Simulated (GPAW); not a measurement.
# Geometry relaxation of CdH2 (part 4 of 5)

The same run, continued: CdH2, SMILES [H][Cd][H]; AM05/real-space grid, scalar-relativistic datasets (GPAW 26.7.0). The atoms were displaced at random from an optimised geometry.

Geometry of the input (Å):
```
Cd 0.0261  0.0049  -0.0376
H  0.0049  0.0029  1.7295
H  0.0923  0.0614  -1.6073
```

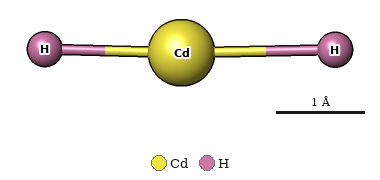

**Figure 1.** The structure as given in the input (ball-and-stick view, seen on its broad side). Sticks mark near contacts.

## The program's output, continued
```
Energy contributions:
  Kinetic:           9.168481
  Coulomb:         -10.225023
  Zero:              0.121760
  External:          0.000000
  Xc:               -5.402394
  Entropy:           0.000000
  Spinorbit:         0.000000
  ----------------------------
  Free energy:      -6.337177
  Extrapolated:     -6.337177

dipole moment: (-0.000872, -0.009460, -0.004452)  # |e|*Ang

Fermi level: -3.990
Eigenvalues  # (at kpt = [0.000, 0.000, 0.000])
| band index |      eig [eV] | occ [0-2] |
|------------|---------------|-----------|
|          0 |       -13.433 |     2.000 |
|          1 |       -12.670 |     2.000 |
|          2 |       -12.663 |     2.000 |
|          3 |       -12.590 |     2.000 |
|          4 |       -12.590 |     2.000 |
|          5 |        -8.008 |     2.000 |
|          6 |        -6.612 |     2.000 |
|          7 |        -1.369 |     0.000 |
|          8 |        -1.367 |     0.000 |
|          9 |      1517.543 |     0.000 |
|         10 |      1575.585 |     0.000 |

Gap: 5.243 eV
Transition (v -> c):
  (s=0, k=0, n=6, [0.00, 0.00, 0.00]) -> (s=0, k=0, n=7, [0.00, 0.00, 0.00])
No difference between direct/indirect transitions
vacuum-level: 0.000  # V

Forces  # eV/Ang
|        x |        y |        z |
|----------|----------|----------|
|  0.00683 |  0.05058 |  0.12439 |  # Cd   0
| -0.00037 | -0.03944 | -0.07100 |  # H    1
| -0.00351 | -0.03307 | -0.05114 |  # H    2

Force computation time: 0.036  # s
       .-------------------------.
      /|                         |
     / |                         |
    /  |                         |
   /   |                         |
  /    |                         |
 *     |                         |
 |     |                         |
 |     |                         |
 |     |         H               |
 |     |                         |
 |     |                         |
 |     |         Cd              |
 |     |                         |
 |     |         H               |
 |     |                         |
 |     |                         |
 |     .-------------------------.
 |    /                         /
 |   /                         /
 |  /                         /
 | /                         /
 |/                         /
 *-------------------------*

Atoms  # Å, Bohr magnetons
|   | symbol |        x |        y |        z |    initial magnetic moments |
|---|--------|----------|----------|----------|-----------------------------|
| 0 |     Cd | 5.158290 | 5.186549 | 6.766504 | ( 0.0000,  0.0000,  0.0000) |
| 1 |      H | 5.080655 | 5.146608 | 8.438728 | ( 0.0000,  0.0000,  0.0000) |
| 2 |      H | 5.228573 | 5.226795 | 5.094226 | ( 0.0000,  0.0000,  0.0000) |

Unit cell  # Å
| periodic |         x |         y |         z |   lengths |    angles |
|----------|-----------|-----------|-----------|-----------|-----------|
|       no | 10.400000 |  0.000000 |  0.000000 | 10.400000 | 90.000000 |
|       no |  0.000000 | 10.400000 |  0.000000 | 10.400000 | 90.000000 |
|       no |  0.000000 |  0.000000 | 13.600000 | 13.600000 | 90.000000 |

Initialization done in: 0.691 s

convergence criteria:
- Maximum [total energy] change in last 3 cyles: 0.0005 eV / valence electron
- Maximum integral of absolute [dens]ity change: 0.0001 electrons / valence electron
- Maximum integral of absolute [eigenst]ate change: 4e-08 eV^2 / valence electron
maximum number of iterations: 100

SCF iterations
|iter     |     time |      energy | eigst |  dens |
|---------|----------|-------------|-------|-------|
|iter:   1| 00:05:58 |   -5.963370 | +0.66 |       |
|iter:   2| 00:05:59 |   -6.155175 | -0.77 | -1.78 |
|iter:   3| 00:06:00 |-281042689.201839 |+13.98 | -1.72 |
|iter:   4| 00:06:01 |   78.862847 | +3.35 | +0.64 |
|iter:   5| 00:06:02 |    5.366143 | +2.25 | -0.86 |
|iter:   6| 00:06:03 |   -4.775553 | +1.19 | -1.38 |
|iter:   7| 00:06:03 |   -6.065496 | +0.33 | -1.83 |
|iter:   8| 00:06:04 |   -6.266383 | -0.03 | -1.72 |
|iter:   9| 00:06:05 |   -6.336482 | -0.96 | -1.76 |
|iter:  10| 00:06:06 |   -6.321054 | -1.49 | -1.83 |
|iter:  11| 00:06:07 |   -6.306730 | -2.13 | -1.97 |
|iter:  12| 00:06:08 |   -6.325390 | -1.94 | -2.16 |
|iter:  13| 00:06:08 |   -6.331094 | -2.46 | -2.69 |
|iter:  14| 00:06:09 |   -6.339239 | -2.64 | -2.44 |
|iter:  15| 00:06:10 |   -6.331992 | -2.46 | -2.33 |
|iter:  16| 00:06:11 |   -6.341324 | -3.50 | -2.69 |
|iter:  17| 00:06:12 |   -6.339521 | -3.39 | -2.87 |
|iter:  18| 00:06:13 |   -6.338909c| -3.92 | -3.75 |
|iter:  19| 00:06:14 |   -6.339035c| -3.79 | -3.46 |
|iter:  20| 00:06:14 |   -6.338950c| -4.96 | -3.53 |
|iter:  21| 00:06:15 |   -6.338831c| -4.96 | -3.89 |
|iter:  22| 00:06:16 |   -6.338883c| -5.46 | -4.02c|
|iter:  23| 00:06:17 |   -6.338894c| -5.86 | -4.01c|
|iter:  24| 00:06:18 |   -6.338892c| -6.62 | -4.05c|
|iter:  25| 00:06:19 |   -6.338888c| -6.55 | -4.13c|
|iter:  26| 00:06:20 |   -6.338899c| -6.07 | -4.33c|
|iter:  27| 00:06:20 |   -6.338887c| -6.48 | -5.15c|
|iter:  28| 00:06:21 |   -6.338891c| -6.61 | -4.65c|
|iter:  29| 00:06:22 |   -6.338891c| -7.54c| -4.71c|

Converged in 29 steps
SCF loop duration: 23.833 s (0.822 s/step)
Energy contributions relative to reference atoms: (reference = -152066.702831)

Energy contributions:
  Kinetic:           9.202935
  Coulomb:         -10.252180
  Zero:              0.122813
  External:          0.000000
  Xc:               -5.412459
  Entropy:           0.000000
  Spinorbit:         0.000000
  ----------------------------
  Free energy:      -6.338891
  Extrapolated:     -6.338891

dipole moment: (0.001602, -0.000098, 0.000034)  # |e|*Ang

Fermi level: -3.991
Eigenvalues  # (at kpt = [0.000, 0.000, 0.000])
| band index |      eig [eV] | occ [0-2] |
|------------|---------------|-----------|
|          0 |       -13.438 |     2.000 |
|          1 |       -12.670 |     2.000 |
|          2 |       -12.663 |     2.000 |
|          3 |       -12.591 |     2.000 |
|          4 |       -12.591 |     2.000 |
|          5 |        -8.008 |     2.000 |
|          6 |        -6.614 |     2.000 |
|          7 |        -1.367 |     0.000 |
|          8 |        -1.367 |     0.000 |
|          9 |      1571.293 |     0.000 |
|         10 |      1601.795 |     0.000 |

Gap: 5.247 eV
Transition (v -> c):
  (s=0, k=0, n=6, [0.00, 0.00, 0.00]) -> (s=0, k=0, n=7, [0.00, 0.00, 0.00])
No difference between direct/indirect transitions
vacuum-level: 0.000  # V

Forces  # eV/Ang
|        x |        y |        z |
|----------|----------|----------|
| -0.00522 |  0.00428 |  0.01019 |  # Cd   0
|  0.01537 | -0.00374 |  0.01748 |  # H    1
|  0.01607 |  0.00852 | -0.00364 |  # H    2

Force computation time: 0.037  # s
       .-------------------------.
      /|                         |
     / |                         |
    /  |                         |
   /   |                         |
  /    |                         |
 *     |                         |
 |     |                         |
 |     |                         |
 |     |         H               |
 |     |                         |
 |     |                         |
 |     |         Cd              |
 |     |                         |
 |     |         H               |
 |     |                         |
 |     |                         |
 |     .-------------------------.
 |    /                         /
 |   /                         /
 |  /                         /
 | /                         /
 |/                         /
 *-------------------------*

Atoms  # Å, Bohr magnetons
|   | symbol |        x |        y |        z |    initial magnetic moments |
|---|--------|----------|----------|----------|-----------------------------|
| 0 |     Cd | 5.178551 | 5.191718 | 6.775097 | ( 0.0000,  0.0000,  0.0000) |
| 1 |      H | 5.097640 | 5.139434 | 8.447729 | ( 0.0000,  0.0000,  0.0000) |
| 2 |      H | 5.260210 | 5.243046 | 5.102861 | ( 0.0000,  0.0000,  0.0000) |

Unit cell  # Å
| periodic |         x |         y |         z |   lengths |    angles |
|----------|-----------|-----------|-----------|-----------|-----------|
|       no | 10.400000 |  0.000000 |  0.000000 | 10.400000 | 90.000000 |
|       no |  0.000000 | 10.400000 |  0.000000 | 10.400000 | 90.000000 |
|       no |  0.000000 |  0.000000 | 13.600000 | 13.600000 | 90.000000 |

Initialization done in: 0.690 s

convergence criteria:
- Maximum [total energy] change in last 3 cyles: 0.0005 eV / valence electron
- Maximum integral of absolute [dens]ity change: 0.0001 electrons / valence electron
- Maximum integral of absolute [eigenst]ate change: 4e-08 eV^2 / valence electron
maximum number of iterations: 100

SCF iterations
|iter     |     time |      energy | eigst |  dens |
|---------|----------|-------------|-------|-------|
|iter:   1| 00:06:23 |   -6.330105 | -0.48 |       |
|iter:   2| 00:06:24 |   -6.341483 | -1.96 | -2.40 |
|iter:   3| 00:06:25 |-26225512.775387 |+12.71 | -2.35 |
|iter:   4| 00:06:25 |   22.694344 | +2.46 | +0.11 |
|iter:   5| 00:06:26 |   -2.969434 | +1.43 | -0.92 |
|iter:   6| 00:06:27 |-7005213.235630 |+11.99 | -1.38 |
|iter:   7| 00:06:28 |   23.580056 | +2.39 | -0.07 |
|iter:   8| 00:06:29 |   -1.907482 | +1.41 | -0.79 |
|iter:   9| 00:06:30 |   -5.559877 | +0.62 | -1.23 |
|iter:  10| 00:06:30 |   -6.121010 | +0.07 | -1.53 |
|iter:  11| 00:06:31 |   -6.313968 | +0.06 | -2.08 |
|iter:  12| 00:06:32 |   -6.335309 | -1.11 | -2.28 |
|iter:  13| 00:06:33 |   -6.340132 | -2.05 | -2.43 |
|iter:  14| 00:06:34 |   -6.340336c| -3.04 | -2.57 |
|iter:  15| 00:06:35 |   -6.340313c| -3.38 | -2.66 |
|iter:  16| 00:06:35 |   -6.340114c| -3.79 | -2.83 |
|iter:  17| 00:06:36 |   -6.340007c| -4.22 | -2.98 |
|iter:  18| 00:06:37 |   -6.339679c| -3.82 | -3.01 |
|iter:  19| 00:06:38 |   -6.339687c| -4.58 | -3.14 |
|iter:  20| 00:06:39 |   -6.339889c| -4.66 | -3.09 |
|iter:  21| 00:06:40 |   -6.339808c| -4.63 | -3.12 |
|iter:  22| 00:06:41 |   -6.339818c| -4.32 | -3.29 |
|iter:  23| 00:06:41 |   -6.339713c| -4.79 | -3.57 |
|iter:  24| 00:06:42 |   -6.339719c| -5.24 | -4.27c|
|iter:  25| 00:06:43 |   -6.339725c| -5.34 | -4.15c|
|iter:  26| 00:06:44 |   -6.339736c| -6.05 | -4.27c|
|iter:  27| 00:06:45 |   -6.339728c| -6.10 | -4.73c|
|iter:  28| 00:06:46 |   -6.339724c| -6.62 | -4.23c|
|iter:  29| 00:06:47 |   -6.339725c| -7.09 | -4.81c|
|iter:  30| 00:06:47 |   -6.339725c| -7.57c| -5.46c|

Converged in 30 steps
SCF loop duration: 24.593 s (0.820 s/step)
Energy contributions relative to reference atoms: (reference = -152066.702831)

Energy contributions:
  Kinetic:           9.173791
  Coulomb:         -10.230357
  Zero:              0.123038
  External:          0.000000
  Xc:               -5.406198
  Entropy:           0.000000
  Spinorbit:         0.000000
  ----------------------------
  Free energy:      -6.339725
  Extrapolated:     -6.339725

dipole moment: (-0.000217, 0.000201, -0.000116)  # |e|*Ang

Fermi level: -3.990
Eigenvalues  # (at kpt = [0.000, 0.000, 0.000])
| band index |      eig [eV] | occ [0-2] |
|------------|---------------|-----------|
|          0 |       -13.435 |     2.000 |
|          1 |       -12.670 |     2.000 |
|          2 |       -12.663 |     2.000 |
|          3 |       -12.590 |     2.000 |
|          4 |       -12.590 |     2.000 |
|          5 |        -8.008 |     2.000 |
|          6 |        -6.613 |     2.000 |
|          7 |        -1.367 |     0.000 |
|          8 |        -1.367 |     0.000 |
|          9 |      1595.193 |     0.000 |
|         10 |      1618.899 |     0.000 |

Gap: 5.246 eV
Transition (v -> c):
  (s=0, k=0, n=6, [0.00, 0.00, 0.00]) -> (s=0, k=0, n=7, [0.00, 0.00, 0.00])
No difference between direct/indirect transitions
vacuum-level: 0.000  # V

Forces  # eV/Ang
|        x |        y |       z |
|----------|----------|---------|
| -0.00450 | -0.00540 | 0.00102 |  # Cd   0
|  0.00078 |  0.00064 | 0.00014 |  # H    1
| -0.00116 |  0.01180 | 0.00368 |  # H    2

Force computation time: 0.037  # s
GPMin:    9 00:06:47       -6.339725        0.012411
       .-------------------------.
      /|                         |
     / |                         |
    /  |                         |
   /   |                         |
  /    |                         |
 *     |                         |
 |     |                         |
 |     |                         |
 |     |         H               |
 |     |                         |
 |     |                         |
 |     |         Cd              |
 |     |                         |
 |     |         H               |
 |     |                         |
 |     |                         |
 |     .-------------------------.
 |    /                         /
 |   /                         /
 |  /                         /
 | /                         /
 |/                         /
 *-------------------------*

Atoms  # Å, Bohr magnetons
|   | symbol |        x |        y |        z |    initial magnetic moments |
|---|--------|----------|----------|----------|-----------------------------|
| 0 |     Cd | 5.177524 | 5.190602 | 6.775393 | ( 0.0000,  0.0000,  0.0000) |
| 1 |      H | 5.096804 | 5.139448 | 8.448050 | ( 0.0000,  0.0000,  0.0000) |
| 2 |      H | 5.260208 | 5.244766 | 5.103407 | ( 0.0000,  0.0000,  0.0000) |

Unit cell  # Å
| periodic |         x |         y |         z |   lengths |    angles |
|----------|-----------|-----------|-----------|-----------|-----------|
|       no | 10.400000 |  0.000000 |  0.000000 | 10.400000 | 90.000000 |
|       no |  0.000000 | 10.400000 |  0.000000 | 10.400000 | 90.000000 |
|       no |  0.000000 |  0.000000 | 13.600000 | 13.600000 | 90.000000 |

Initialization done in: 0.687 s

convergence criteria:
- Maximum [total energy] change in last 3 cyles: 0.0005 eV / valence electron
- Maximum integral of absolute [dens]ity change: 0.0001 electrons / valence electron
- Maximum integral of absolute [eigenst]ate change: 4e-08 eV^2 / valence electron
maximum number of iterations: 100

SCF iterations
```

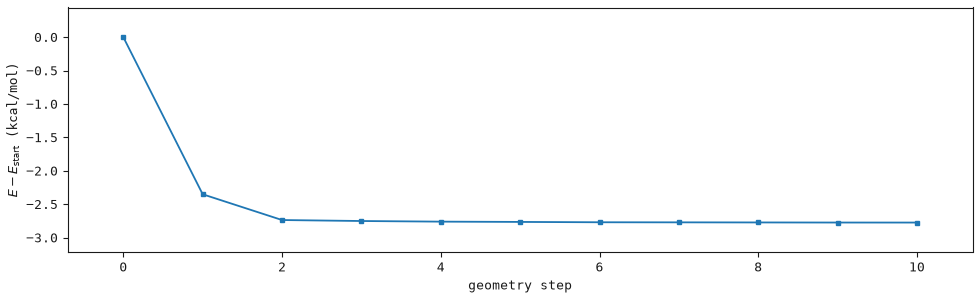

**Figure 2.** Progress of the relaxation, step by step (steps are counted from 0).

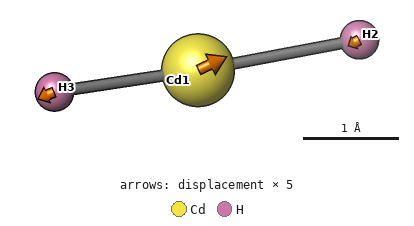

**Figure 3.** The starting structure with the displacements as orange arrows, magnified 5 times (ball-and-stick view, seen at a tilt). The two geometries are laid on each other by the best rigid fit. The largest move after the best rigid fit is that of Cd1, 0.069 Å. By element the largest moves are Cd 0.069 Å, H 0.040 Å. Among the contacts that change: Cd1–H3 1.572 → 1.675 Å, Cd1–H2 1.767 → 1.675 Å. Among the angles that change: H2–Cd1–H3 177.4° → 179.9°. After 10 geometry steps the energy has fallen by 2.77 kcal/mol. Largest force component: 2.4 eV/Å at the start, 0.0077 eV/Å at the end. (Atoms are counted from 1 in the order of the input.)

```
|iter     |     time |      energy | eigst |  dens |
|---------|----------|-------------|-------|-------|
|iter:   1| 00:06:48 |   -6.338485c| -2.86 |       |
|iter:   2| 00:06:49 |   -6.338588c| -4.35 | -3.82 |
|iter:   3| 00:06:50 | -918.885932 | +5.74 | -3.77 |
|iter:   4| 00:06:51 |   -6.312635 | +0.65 | -0.41 |
|iter:   5| 00:06:52 |   -5.897001 | +0.36 | -1.70 |
|iter:   6| 00:06:52 |   -6.309444 | -1.04 | -2.25 |
|iter:   7| 00:06:53 | -146.828251 | +4.54 | -2.64 |
|iter:   8| 00:06:54 |   -6.209196 | -0.24 | -0.45 |
|iter:   9| 00:06:55 |   -6.327428 | -1.59 | -2.30 |
|iter:  10| 00:06:56 |   -6.369887 | -2.23 | -2.85 |
|iter:  11| 00:06:57 |   -6.338309 | -2.58 | -2.12 |
|iter:  12| 00:06:57 |   -6.338900 | -3.51 | -3.20 |
|iter:  13| 00:06:58 |   -6.339443c| -3.88 | -3.53 |
|iter:  14| 00:06:59 |   -6.339619c| -4.40 | -3.71 |
|iter:  15| 00:07:00 |   -6.339354c| -4.26 | -3.54 |
|iter:  16| 00:07:01 |   -6.339242c| -5.11 | -3.70 |
|iter:  17| 00:07:02 |   -6.339604c| -5.54 | -4.13c|
|iter:  18| 00:07:02 |   -6.339741c| -5.36 | -4.18c|
|iter:  19| 00:07:03 |   -6.339687c| -6.57 | -4.37c|
|iter:  20| 00:07:04 |   -6.339758c| -7.02 | -4.59c|
|iter:  21| 00:07:05 |   -6.339741c| -7.50c| -4.83c|

Converged in 21 steps
SCF loop duration: 16.747 s (0.797 s/step)
Energy contributions relative to reference atoms: (reference = -152066.702831)

Energy contributions:
  Kinetic:           9.175197
  Coulomb:         -10.231188
  Zero:              0.123076
  External:          0.000000
  Xc:               -5.406826
  Entropy:           0.000000
  Spinorbit:         0.000000
  ----------------------------
  Free energy:      -6.339741
  Extrapolated:     -6.339741

dipole moment: (-0.000517, -0.000741, -0.000117)  # |e|*Ang

Fermi level: -3.990
Eigenvalues  # (at kpt = [0.000, 0.000, 0.000])
| band index |      eig [eV] | occ [0-2] |
|------------|---------------|-----------|
|          0 |       -13.435 |     2.000 |
|          1 |       -12.669 |     2.000 |
|          2 |       -12.663 |     2.000 |
|          3 |       -12.590 |     2.000 |
|          4 |       -12.590 |     2.000 |
|          5 |        -8.008 |     2.000 |
|          6 |        -6.613 |     2.000 |
|          7 |        -1.367 |     0.000 |
|          8 |        -1.367 |     0.000 |
|          9 |      1610.192 |     0.000 |
|         10 |      1630.645 |     0.000 |

Gap: 5.246 eV
Transition (v -> c):
  (s=0, k=0, n=6, [0.00, 0.00, 0.00]) -> (s=0, k=0, n=7, [0.00, 0.00, 0.00])
No difference between direct/indirect transitions
vacuum-level: 0.000  # V

Forces  # eV/Ang
|        x |        y |        z |
|----------|----------|----------|
| -0.00408 |  0.00117 |  0.00257 |  # Cd   0
|  0.00018 | -0.00187 | -0.00033 |  # H    1
| -0.00187 |  0.00772 |  0.00216 |  # H    2

Force computation time: 0.037  # s
GPMin:   10 00:07:05       -6.339741        0.008235
Converged: True
Final energy            -6.33974 eV
r(H1-Cd0) = 1.6754 Ang
r(H2-Cd0) = 1.6749 Ang
```
